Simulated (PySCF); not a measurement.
Geometry relaxation, with input and output: Si₂H₂OF₂ (part 5 of 5)

Continued. System: Si₂H₂OF₂, SMILES F[Si]1(F)O[SiH2]1. Method: BLYP/3-21G, RKS (PySCF 2.14.0). The geometry comes from this level: PBE0-D4/def2-TZVP.

Geometry of the input (Å):
```
F  0.4242  -1.6121  1.6938
Si 0.0379  -1.0260  0.2801
F  -0.1942  -2.2880  -0.6391
O  1.1035  0.0779  -0.3221
Si -0.3048  1.0586  -0.2328
H  -0.2023  2.1888  0.7200
H  -0.8028  1.5328  -1.5455
```

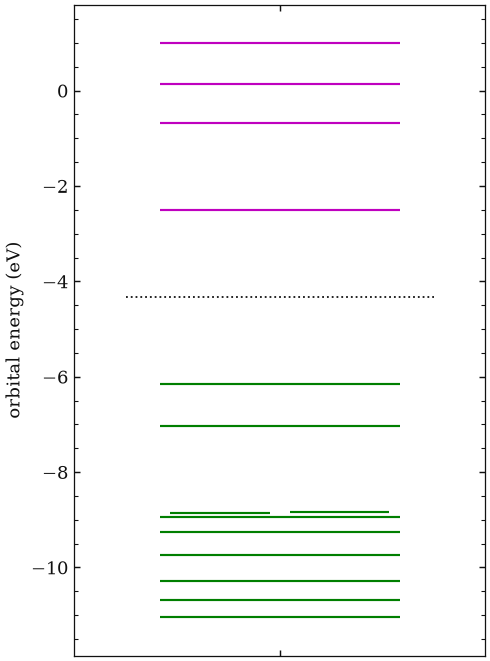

Figure 1. Orbital energies near the frontier; the dotted line parts filled from empty levels, and levels within 0.02 eV of each other stand side by side. Highest filled −6.15 eV, lowest empty −2.50 eV, 3.65 eV apart.

**Key numbers**

- outcome: converged
- total energy: −850.580397 hartree
- basis functions: 57
- HOMO: −6.15 eV
- LUMO: −2.50 eV
- dipole moment: 2.84 D
- wall time: 6.5 min
- peak memory: 0.6 GiB
